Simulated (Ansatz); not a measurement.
## Nudged elastic band, with input and output: SnH5ClO2 (part 2 of 2)

Continued. System: SnH5ClO2. Method: RKS BHLYP-D4/def2-SVP (Ansatz 0.2.0). It belongs to a series of runs on one base structure; here: band between the two ends.

Geometry of the input (Å):
```
Sn -0.3191  -0.1781  -0.1760
O  -0.3369  0.2454  1.7871
H  -0.3271  -0.5057  2.3789
O  1.5542  -0.5706  -0.5858
H  2.1475  0.1045  -0.2520
H  -0.8979  1.2395  -0.8946
H  -1.1618  -1.6297  -0.4112
Cl 1.9996  2.0266  1.5416
H  0.9650  1.2907  1.9133
```

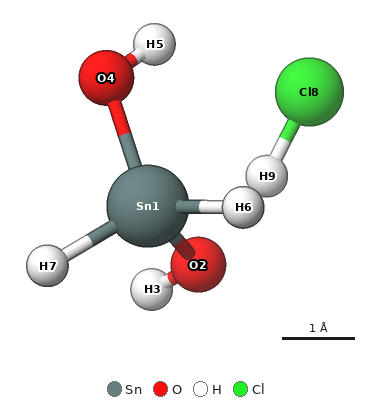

Fig. 1: The structure as given in the input (ball-and-stick view, seen at a tilt; atoms are numbered from 1 in the order of the input). Sticks mark near contacts.

## What the program printed, continued
```
NEB iter  40: max|band force component| = 6.627e-2 eV/Å  barrier→ = 0.2000 eV  barrier← = 0.9469 eV  CI = image 4  Δτ_max = 0.0250 Å  (180 SCF iters)
the calculation of the forces begins
reference -22519.27230025 eV, -827.5679929231 hartree; 30, 30 occupied and 67, 67 virtual orbitals, 1093 factors
1094 factors; integrals over basis functions are off by at most 5.2e-4 eV
mean field evaluation 2016: about -22518.5280 eV, gradient 1.7e-3 eV
mean field -22518.52798561 eV, -827.5406398646 hartree, gradient 8.2e-5 eV, S^2 0.000000; 1 other end points of the search recorded, 0 dependent functions left out
the calculation of the forces begins
reference -22518.52815578 eV, -827.5406461181 hartree; 30, 30 occupied and 67, 67 virtual orbitals, 1094 factors
NEB iter  41: max|band force component| = 4.871e-2 eV/Å  barrier→ = 0.1995 eV  barrier← = 0.9464 eV  CI = image 4  Δτ_max = 0.0000 Å  (360 SCF iters)
```

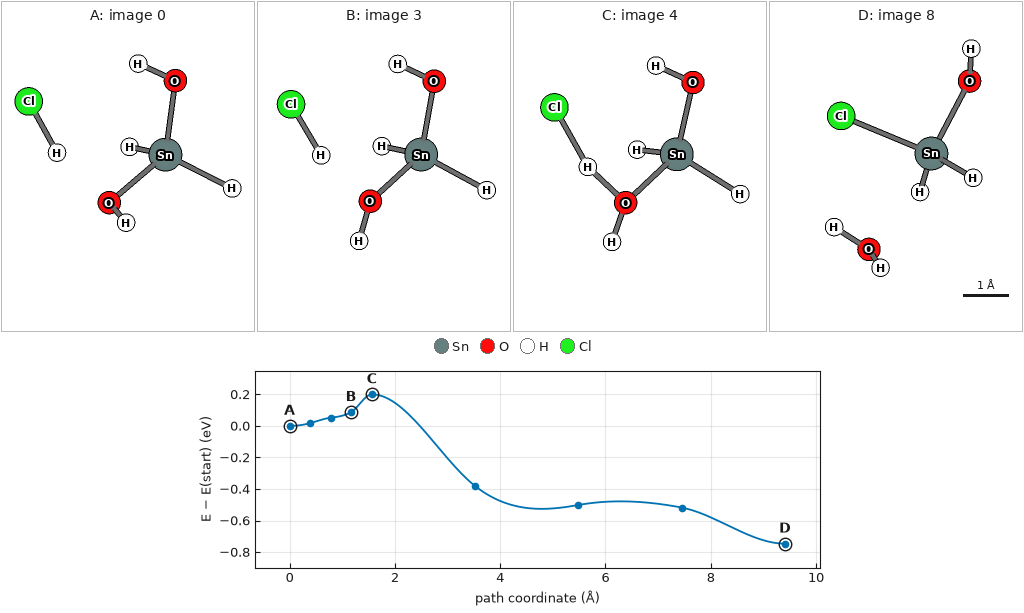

Fig. 2: Images of the last band (counted from 0; ball-and-stick, seen at a tilt) above the energy along the path; the line is a cubic interpolation that uses the forces. The highest image is number 4, 0.200 eV above the start and 0.946 eV above the end (the climbing image); the end lies 0.747 eV below the start. The path is 9.41 Å long. The band converged in 41 iterations.

```
Total energy: -22518.78759159 eV, -827.5501802084 hartree
Atom 0 at    -0.172533    -0.121316    -0.192465 Å, force    -0.011776     0.001366     0.028381 eV/Å
Atom 1 at    -0.009107    -0.052204     1.885631 Å, force    -0.003447    -0.042186    -0.050114 eV/Å
Atom 2 at    -0.761850     0.079116     2.462895 Å, force     0.011481     0.028203     0.007442 eV/Å
Atom 3 at     1.648780    -0.511190    -0.736093 Å, force     0.007983     0.003737    -0.010401 eV/Å
Atom 4 at     2.233338     0.153274    -0.355655 Å, force     0.002882    -0.005067     0.004709 eV/Å
Atom 5 at    -0.865643     1.344251    -0.668595 Å, force    -0.000070    -0.000793    -0.001190 eV/Å
Atom 6 at    -1.081264    -1.532627    -0.428328 Å, force     0.000430    -0.002297    -0.000260 eV/Å
Atom 7 at     1.818824     1.862872     1.399394 Å, force     0.005867     0.007793    -0.002591 eV/Å
Atom 8 at     0.813054     0.800424     1.934514 Å, force    -0.013349     0.009243     0.024024 eV/Å
Dipole moment:    -1.129121    -0.308044    -0.003696 e Å
this run last wrote the band of iteration 41 to [file]
```

## The last band as extended XYZ (Å, eV, eV/Å)
```
9
Properties=species:S:1:pos:R:3:forces:R:3 image=0 energy=-22518.98696
Sn   -0.3191   -0.1781   -0.1760    0.0016  -0.0003   0.0163
O    -0.3369    0.2454    1.7871   -0.0019  -0.0026  -0.0056
H    -0.3271   -0.5057    2.3789   -0.0049  -0.0023   0.0008
O     1.5542   -0.5706   -0.5858   -0.0130  -0.0144  -0.0108
H     2.1475    0.1045   -0.2520    0.0091   0.0149   0.0061
H    -0.8979    1.2395   -0.8946    0.0001  -0.0029  -0.0034
H    -1.1618   -1.6297   -0.4112    0.0001   0.0000  -0.0058
Cl    1.9996    2.0266    1.5416   -0.0116  -0.0080   0.0061
H     0.9650    1.2907    1.9133    0.0205   0.0156  -0.0037
9
Properties=species:S:1:pos:R:3:forces:R:3 image=1 energy=-22518.96953
Sn   -0.2993   -0.2008   -0.1714   -0.0075   0.0083  -0.0028
O    -0.2669    0.2275    1.7859   -0.0435   0.0432  -0.0102
H    -0.6124   -0.4104    2.4063    0.0550  -0.0560  -0.0005
O     1.5728   -0.5000   -0.6527   -0.0072  -0.0029   0.0155
H     2.1512    0.1816   -0.3049   -0.0013  -0.0059   0.0062
H    -0.9576    1.1832   -0.8909    0.0028   0.0014  -0.0239
H    -1.0909   -1.6857   -0.3827   -0.0043   0.0041   0.0099
Cl    2.0618    1.9959    1.5544    0.0092  -0.0080   0.0082
H     1.0649    1.2313    1.9574   -0.0033   0.0158  -0.0024
9
Properties=species:S:1:pos:R:3:forces:R:3 image=2 energy=-22518.93526
Sn   -0.2790   -0.2115   -0.1636   -0.0046  -0.0032  -0.0032
O    -0.1072    0.0435    1.8165   -0.0099   0.0124  -0.0055
H    -0.8009   -0.2358    2.4093   -0.0025  -0.0271  -0.0024
O     1.5759   -0.4598   -0.7211   -0.0100   0.0060   0.0069
H     2.1570    0.2043   -0.3449   -0.0024  -0.0024   0.0010
H    -0.9728    1.2099   -0.7783   -0.0068  -0.0052  -0.0148
H    -1.0907   -1.6737   -0.4441   -0.0023  -0.0042   0.0010
Cl    2.0364    1.9908    1.5510    0.0188  -0.0006   0.0115
H     1.1049    1.1549    1.9763    0.0196   0.0245   0.0055
9
Properties=species:S:1:pos:R:3:forces:R:3 image=3 energy=-22518.89982
Sn   -0.2294   -0.1954   -0.1593   -0.0267  -0.0461   0.0052
O    -0.0550   -0.0911    1.8506   -0.0286  -0.0365  -0.0119
H    -0.8296   -0.0158    2.4050   -0.0474  -0.0353  -0.0392
O     1.6188   -0.4778   -0.7189   -0.0520   0.0195   0.0246
H     2.2032    0.1882   -0.3501   -0.0141  -0.0091  -0.0036
H    -0.9000    1.2735   -0.6825   -0.0078  -0.0239  -0.0084
H    -1.0778   -1.6208   -0.4911   -0.0206  -0.0346  -0.0404
Cl    1.8819    1.9503    1.5112    0.0770   0.0528   0.0628
H     1.0114    1.0114    1.9363    0.1202   0.1132   0.0109
9
Properties=species:S:1:pos:R:3:forces:R:3 image=4 energy=-22518.78742
Sn   -0.1725   -0.1213   -0.1925   -0.0118   0.0014   0.0284
O    -0.0091   -0.0522    1.8856   -0.0034  -0.0422  -0.0501
H    -0.7619    0.0791    2.4629    0.0115   0.0282   0.0074
O     1.6488   -0.5112   -0.7361    0.0080   0.0037  -0.0104
H     2.2333    0.1533   -0.3557    0.0029  -0.0051   0.0047
H    -0.8656    1.3443   -0.6686   -0.0001  -0.0008  -0.0012
H    -1.0813   -1.5326   -0.4283    0.0004  -0.0023  -0.0003
Cl    1.8188    1.8629    1.3994    0.0059   0.0078  -0.0026
H     0.8131    0.8004    1.9345   -0.0133   0.0092   0.0240
9
Properties=species:S:1:pos:R:3:forces:R:3 image=5 energy=-22519.36694
Sn    0.0364    0.3674   -0.3226    0.0288   0.0798  -0.0225
O     0.1218   -0.4006    2.2910    0.0267  -0.0687   0.0678
H    -0.7061   -0.2201    2.7343    0.0130  -0.0510   0.0515
O     1.6323   -0.6419   -0.8435    0.0069  -0.0276  -0.0210
H     2.4354   -0.1697   -0.6284    0.0321  -0.0329  -0.0497
H    -0.5087    1.4605   -1.5127    0.0471   0.0033  -0.1485
H    -1.1792   -0.7663    0.0167    0.0013   0.1162   0.0838
Cl    1.1006    2.0527    1.0534   -0.1335   0.0482  -0.0627
H     0.6911    0.3406    2.5131   -0.0223  -0.0673   0.1013
9
Properties=species:S:1:pos:R:3:forces:R:3 image=6 energy=-22519.48897
Sn    0.2348    0.5818   -0.7459   -0.0137  -0.0183   0.0153
O    -0.0059   -0.3913    2.8603   -0.0008   0.0131  -0.0419
H    -0.5110   -0.4688    3.6670    0.0124   0.0025  -0.0494
O     1.8817   -0.3346   -1.2921   -0.0371  -0.0356   0.0653
H     2.1482   -1.0615   -0.7314    0.0282   0.0568   0.0215
H    -0.2007    1.4929   -2.1046   -0.0019  -0.0018   0.0249
H    -0.8773   -0.4964   -0.0691   -0.0391  -0.0022  -0.0038
Cl    0.7709    2.1570    0.9420    0.0222   0.0012   0.0007
H     0.1830    0.5436    2.7751    0.0297  -0.0156  -0.0327
9
Properties=species:S:1:pos:R:3:forces:R:3 image=7 energy=-22519.50458
Sn    0.3830    0.3773   -0.5073   -0.0075  -0.0122   0.0059
O    -0.8688    0.2582    2.7302   -0.0235   0.0204   0.0031
H    -0.6603   -0.4424    3.3444   -0.0063  -0.0012  -0.0140
O     1.8050   -0.3171   -1.6713    0.0001   0.0020  -0.0139
H     2.4303   -0.9014   -1.2472    0.0125   0.0089  -0.0176
H    -0.4719    1.4671   -1.4754   -0.0135   0.0002   0.0261
H    -0.4181   -0.9038    0.2436    0.0194  -0.0179   0.0094
Cl    1.5261    1.6538    1.1371    0.0284  -0.0165   0.0053
H    -0.1016    0.8310    2.7471   -0.0097   0.0162  -0.0042
9
Properties=species:S:1:pos:R:3:forces:R:3 image=8 energy=-22519.73384
Sn    0.4628    0.1089   -0.1142   -0.0039  -0.0022  -0.0002
O    -0.9153    0.6416    2.1873    0.0036   0.0113  -0.0097
H    -1.1103   -0.0803    2.7830    0.0042  -0.0033   0.0070
O     1.5488   -0.1228   -1.7463    0.0014   0.0002  -0.0052
H     2.4008   -0.5364   -1.6258   -0.0013   0.0012   0.0026
H    -0.7100    1.1995   -0.6315    0.0006  -0.0002  -0.0005
H     0.1218   -1.4441    0.4754   -0.0007   0.0000   0.0018
Cl    2.0183    1.1339    1.3753    0.0031   0.0011   0.0027
H    -0.1934    1.1223    2.5980   -0.0070  -0.0081   0.0016
```

## Summary

```tsv
quantity	value
outcome	converged
barrier, forward	0.200 eV
barrier, backward	0.946 eV
hardware	2 threads of Intel Xeon (Granite Rapids), 32 GiB of memory available, shared host
wall time	7.5 min (CPU time 14 min)
peak memory	0.24 GiB
```

## Remarks

The order of the saddle point was not checked.
